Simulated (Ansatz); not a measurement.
# C4H3FO: small, medium and large basis sets

Aim: see how fast density functionals converge with the basis set for C4H3FO.

Program: Ansatz 0.2.0, Gaussian basis. Level of theory: one geometry, several basis sets. These are calculated values, not measurements.

Plan: PBE0-D4/def2-SVP; ωB97M-V/def2-SVP; PBE0-D4/def2-QZVPP; ωB97M-V/def2-QZVPP; the functionals' def2-TZVPP values are taken from earlier runs.

## (1) The geometry

All runs share one geometry, relaxed beforehand with PBE0-D4 in a triple-zeta def2 set.

SMILES `Fc1ccco1`, 9 atoms, charge 0, spin multiplicity 1.

Atoms are counted from 1 here; the program's logs count them from 0.

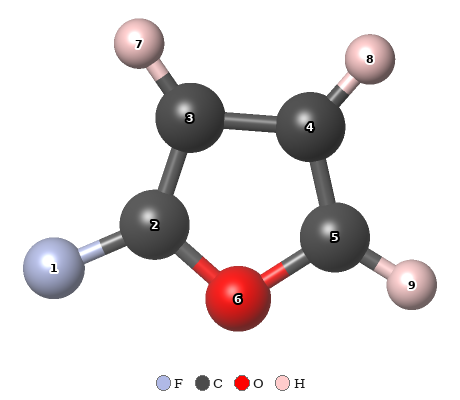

The structure; fluorine light blue, carbon dark grey, oxygen red, hydrogen pink; atoms are numbered from 1 in the order of the file.

## (2) PBE0-D4 in def2-SVP

Input file in.yaml:

```yaml
crystal:
  periodic: [false, false, false]
  atoms:
    - {symbol: F, position_ang: [0.981821, 1.122606, -1.992176]}
    - {symbol: C, position_ang: [0.466461, 0.533861, -0.943703]}
    - {symbol: C, position_ang: [0.730360, -0.648602, -0.352188]}
    - {symbol: C, position_ang: [-0.182490, -0.699350, 0.750466]}
    - {symbol: C, position_ang: [-0.900011, 0.443715, 0.717043]}
    - {symbol: O, position_ang: [-0.500925, 1.217046, -0.336526]}
    - {symbol: H, position_ang: [1.464732, -1.374605, -0.655948]}
    - {symbol: H, position_ang: [-0.283044, -1.494082, 1.472077]}
    - {symbol: H, position_ang: [-1.688306, 0.853109, 1.324055]}
basis:
  gaussian: {orbitals: def2-SVP}
hamiltonian: {xc: pbe0, dispersion: d4}
output: {orbitals: {seedname: orbitals}}
```

Command:

```sh
ansatz run in.yaml --threads 4 --pin off --events-out ev --progress --plain --max-ram 10444MiB
```

The program printed:

```text
Functional definition: PBE0
  name "PBE0"
  cite "Adamo & Barone, J. Chem. Phys. 110, 6158 (1999) doi:10.1063/1.478522"
  cite "Perdew, Burke & Ernzerhof, Phys. Rev. Lett. 77, 3865 (1996) doi:10.1103/PhysRevLett.77.3865"
  parent pbe
  parameter a = 0.25
  parameter kappa = 0.804
  parameter beta = 0.06672455060314922
  exchange = (1 - a)*pbe_x(kappa = kappa, mu = beta*pi^2/3) + a*exact_x
  correlation = pbe_c(beta = beta)
1097 factors; their error is unknown
mean field evaluation 1: about -8938.3349 eV, gradient 4.5e1 eV
mean field evaluation 2: about -8935.5372 eV, gradient 5.6e1 eV
mean field evaluation 4: about -8943.2975 eV, gradient 3.4e0 eV
mean field evaluation 8: about -8943.3156 eV, gradient 2.4e-1 eV
mean field evaluation 16: about -8943.3107 eV, gradient 2.9e-4 eV
mean field -8943.31069631 eV, -328.6606060958 hartree, gradient 7.3e-5 eV, S^2 0.000000; 0 other end points of the search recorded, 0 dependent functions left out
reference -8943.31071600 eV, -328.6606068194 hartree; 22, 22 occupied and 77, 77 virtual orbitals, 1097 factors
Total energy: -8943.46565639 eV, -328.6663007736 hartree
```

Run time: 1.4 s. Hardware: 4 threads of Arm Neoverse N1, shared host.

## (3) ωB97M-V in def2-SVP

Changes to in.yaml since step 2:

```diff
@@ -14,3 +14,3 @@
   gaussian: {orbitals: def2-SVP}
-hamiltonian: {xc: pbe0, dispersion: d4}
+hamiltonian: {xc: {name: wB97M-V}}
 output: {orbitals: {seedname: orbitals}}
```

Launched as before.

The program printed (excerpt; [...] marks lines left out):

```text
Functional definition: wB97M-V
  name "wB97M-V"
  cite "Mardirossian & Head-Gordon, J. Chem. Phys. 144, 214110 (2016) doi:10.1063/1.4952647"
  cite "Becke, J. Chem. Phys. 107, 8554 (1997) doi:10.1063/1.475007"
  cite "Vydrov & Van Voorhis, J. Chem. Phys. 133, 244103 (2010) doi:10.1063/1.3521275"
  # Of w^i u^j: cxij and so on, Table III.
[...]
  gx(w, u) = 1 - cx + cx01*u + cx10*w
  gss(w, u) = css00 + css04*u^4 + css10*w + css20*w^2 + css43*w^4*u^3
  gos(w, u) = cos00 + cos10*w + (cos20 + cos21*u)*w^2 + (cos60 + cos61*u)*w^6
[...]
      + integral(e_c_pw_mod_opposite_spin*gos(b97_w_opposite, b97_u_opposite)) + vv10(b, c)
1097 factors; their error is unknown
224 factors; integrals over basis functions are off by at most 6.5e-6 eV
[...]
mean field -8950.01844032 eV, -328.9071111414 hartree, gradient 3.6e-5 eV, S^2 0.000000; 0 other end points of the search recorded, 0 dependent functions left out
reference -8950.01847045 eV, -328.9071122487 hartree; 22, 22 occupied and 77, 77 virtual orbitals, 1097 factors
Total energy: -8950.01847045 eV, -328.9071122487 hartree
```

It took 5 s on 4 threads of Arm Neoverse N1, shared host; peak memory 0.27 GiB.

## (4) PBE0-D4 in def2-QZVPP

Changes to in.yaml since step 3:

```diff
@@ -13,4 +13,4 @@
 basis:
-  gaussian: {orbitals: def2-SVP}
-hamiltonian: {xc: {name: wB97M-V}}
+  gaussian: {orbitals: "def2-QZVPP.json"}
+hamiltonian: {xc: pbe0, dispersion: d4}
 output: {orbitals: {seedname: orbitals}}
```

The command is unchanged.

The program printed:

```text
Functional definition: PBE0
  name "PBE0"
  cite "Adamo & Barone, J. Chem. Phys. 110, 6158 (1999) doi:10.1063/1.478522"
  cite "Perdew, Burke & Ernzerhof, Phys. Rev. Lett. 77, 3865 (1996) doi:10.1103/PhysRevLett.77.3865"
  parent pbe
  parameter a = 0.25
  parameter kappa = 0.804
  parameter beta = 0.06672455060314922
  exchange = (1 - a)*pbe_x(kappa = kappa, mu = beta*pi^2/3) + a*exact_x
  correlation = pbe_c(beta = beta)
1231 factors; their error is unknown
mean field evaluation 1: about -8946.1631 eV, gradient 6.0e1 eV
mean field evaluation 2: about -8941.3364 eV, gradient 7.3e1 eV
mean field evaluation 4: about -8953.9214 eV, gradient 5.6e0 eV
mean field evaluation 8: about -8953.9837 eV, gradient 4.1e-1 eV
mean field evaluation 16: about -8953.9838 eV, gradient 4.4e-5 eV
mean field -8953.98384118 eV, -329.0528369351 hartree, gradient 4.4e-5 eV, S^2 0.000000; 0 other end points of the search recorded, 0 dependent functions left out
reference -8953.98387344 eV, -329.0528381207 hartree; 22, 22 occupied and 410, 410 virtual orbitals, 1231 factors
Total energy: -8954.13881383 eV, -329.0585320749 hartree
```

Wall time 9 s (4 threads of Arm Neoverse N1, shared host); peak memory 1.2 GiB.

## (5) ωB97M-V in def2-QZVPP

Changes to in.yaml since step 4:

```diff
@@ -14,3 +14,3 @@
   gaussian: {orbitals: "def2-QZVPP.json"}
-hamiltonian: {xc: pbe0, dispersion: d4}
+hamiltonian: {xc: {name: wB97M-V}}
 output: {orbitals: {seedname: orbitals}}
```

Same command.

The program printed (excerpt; [...] marks lines left out):

```text
Functional definition: wB97M-V
  name "wB97M-V"
  cite "Mardirossian & Head-Gordon, J. Chem. Phys. 144, 214110 (2016) doi:10.1063/1.4952647"
  cite "Becke, J. Chem. Phys. 107, 8554 (1997) doi:10.1063/1.475007"
  cite "Vydrov & Van Voorhis, J. Chem. Phys. 133, 244103 (2010) doi:10.1063/1.3521275"
  # Of w^i u^j: cxij and so on, Table III.
[...]
  gx(w, u) = 1 - cx + cx01*u + cx10*w
  gss(w, u) = css00 + css04*u^4 + css10*w + css20*w^2 + css43*w^4*u^3
  gos(w, u) = cos00 + cos10*w + (cos20 + cos21*u)*w^2 + (cos60 + cos61*u)*w^6
[...]
      + integral(e_c_pw_mod_opposite_spin*gos(b97_w_opposite, b97_u_opposite)) + vv10(b, c)
1231 factors; their error is unknown
299 factors; integrals over basis functions are off by at most 6.3e-6 eV
[...]
mean field -8960.94836891 eV, -329.3087786086 hartree, gradient 5.1e-5 eV, S^2 0.000000; 0 other end points of the search recorded, 0 dependent functions left out
reference -8960.94841994 eV, -329.3087804837 hartree; 22, 22 occupied and 410, 410 virtual orbitals, 1231 factors
Total energy: -8960.94841994 eV, -329.3087804837 hartree
```

Wall time 23 s (4 threads of Arm Neoverse N1, shared host); peak memory 1.6 GiB.

## (6) Functionals by basis

The def2-TZVPP values come from earlier runs at the same geometry.

| functional | basis | functions | energy (eV) | from the largest (eV) | HOMO (eV) | LUMO (eV) |
| --- | --- | --- | --- | --- | --- | --- |
| PBE0-D4 | def2-SVP | 99 | -8943.4657 | 10.673 | -6.64 | 0.48 |
| PBE0-D4 | def2-TZVPP | 228 | -8953.6768 | 0.462 | -6.65 | 0.32 |
| PBE0-D4 | def2-QZVPP | 432 | -8954.1388 | 0.000 | -6.67 | 0.24 |
| ωB97M-V | def2-SVP | 99 | -8950.0185 | 10.930 | -8.81 | 2.75 |
| ωB97M-V | def2-TZVPP | 228 | -8960.5171 | 0.431 | -8.82 | 2.48 |
| ωB97M-V | def2-QZVPP | 432 | -8960.9484 | 0.000 | -8.85 | 2.22 |

## (7) What came out

| quantity | value |
| --- | --- |
| PBE0-D4: double and triple zeta above quadruple | 10.67, 0.46 eV |
| ωB97M-V: double and triple zeta above quadruple | 10.93, 0.43 eV |

**Reading.** PBE0-D4 gains 10.21 eV from double to triple zeta, then 0.46 eV more. Total energies overstate the basis error of differences, where much of it tends to cancel. The LUMO of ωB97M-V is positive and keeps falling with the basis (2.75 to 2.22 eV): an unbound level that the basis holds in place.

For PBE0-D4 the largest set took about 7 times as long as the smallest (9 s against 1.4 s).
